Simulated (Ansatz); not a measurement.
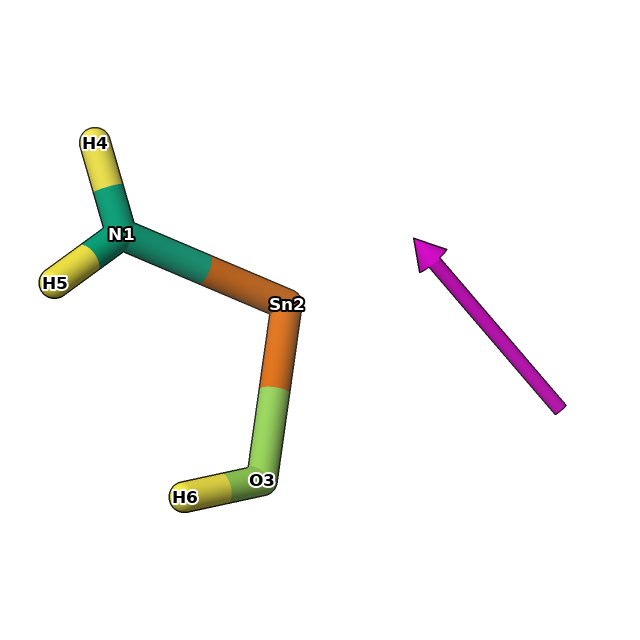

The arrow beside the molecule shows the direction of the dipole moment, from the negative to the positive end (its length means nothing). The computed structure is the end point of a PBE0-D4/def2-TZVP optimisation. Properties computed with RKS PBE-D4/def2-TZVPP, core potentials on Sn (Ansatz 0.2.0).

Estimate the dipole moment.

2.19 D; it points from the side of O3 to the side of H4 (the outermost atoms at the two ends).
